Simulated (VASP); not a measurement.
Energy against volume of YN (rock salt). These are r2SCAN meta-GGA, VASP's PBE PAW potentials (set 64) (plane waves; VASP) values and carry that method's errors.

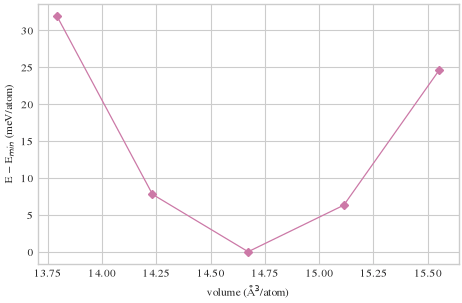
Figure. Energy against volume

Estimate the equilibrium volume and the bulk modulus.

The minimum lies near 14.7 Å³/atom, and the curvature gives B0 of about 170 GPa.

Measured: a 4.877 Å (computed value off by +0.4 %), as given by G. Soto et al., Computational Materials Science (2007), arXiv:cond-mat/0703568. The calculation is for a static lattice, while the measured a holds thermal and zero-point effects, which are part of the difference.

The compound is YN in the rock salt structure. It was relaxed first.
